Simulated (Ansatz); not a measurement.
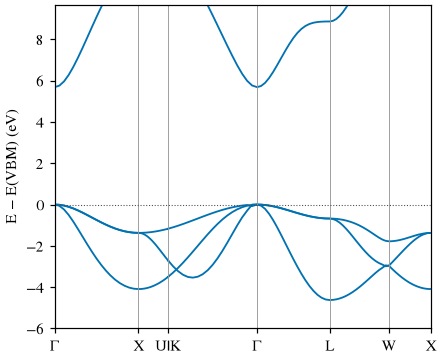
Figure. Band structure from r²SCAN in the plane-wave PAW code Ansatz

### Question
Read off the gap and where the band edges lie.

### Answer
About 5.7 eV (5.68 eV by a search for the band edges); maximum at Γ, minimum at Γ.

The material is MgO (rock salt, space group No. 225).

Space group Fm-3m (rock salt). The r²SCAN relaxation kept the symmetry of its start. The volume moved by -16 % from the start of the relaxation.

Potentials: the later of the program's two PAW sets.
